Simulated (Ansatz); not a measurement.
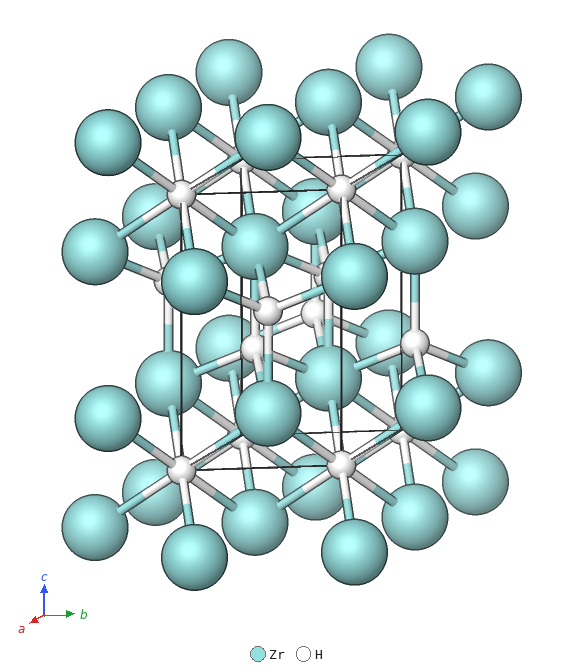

A ball-and-stick rendering, viewed slightly off an axis. The frame is the conventional unit cell; atoms at its boundary are shown with their periodic copies. Bonds that leave the box are completed with the atoms at their other ends.

Zr2H3, space group P-3m1 (No. 164), a = 3.248 Å, b = 3.248 Å, c = 5.705 Å, α = 90.00°, β = 90.00°, γ = 120.00°. The structure comes from a structure type filled with these elements by a generator (whether the compound takes this form wasn't checked). Earlier steps of the study may have refined or changed the cell and positions. It was run through Ansatz as a DFT input.

This one geometry was computed with Ansatz (DFT, plane waves, PAW) at three levels of theory: r2SCAN, PBE and PBEsol.

**Which level gives the highest pressure at this volume, and what does that say about its equilibrium volume?**

Highest: PBE (0.0 GPa), which points to the largest equilibrium volume. Lowest, with the smallest volume: PBEsol (-3.9 GPa). Levels within 0.5 GPa of each other can't be told apart.

**How does the band gap change with the level of theory?**

All levels give a metal.

**Collect the results in a table.**

| level | cutoff (eV) | k-mesh of the run's cell | gap (eV) | pressure (GPa) |
| --- | --- | --- | --- | --- |
| r2SCAN | 500 | 12×12×8 | metal | -0.5 |
| PBE | 420 | 12×12×8 | metal | 0.0 |
| PBEsol | 420 | 12×12×8 | metal | -3.9 |

Gaps are taken on the k-mesh or band path of each run.
